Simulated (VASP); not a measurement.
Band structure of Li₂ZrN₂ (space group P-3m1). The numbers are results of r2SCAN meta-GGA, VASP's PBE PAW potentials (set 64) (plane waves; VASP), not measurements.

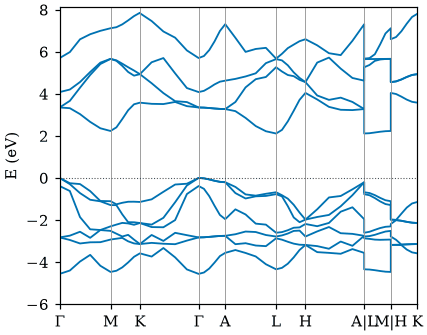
Figure. Bands along high-symmetry lines, zero at the valence-band maximum or, without a gap, the Fermi level

Question: Read the plot: is there a gap, and where are the band edges?

Answer: The gap is indirect, 2.11 eV, from the valence maximum at Γ to the conduction minimum at L.

The structure comes from a computed database's Li2ZrN2 entry (P-3m1); how it stands against other phases isn't given here. It was relaxed first.
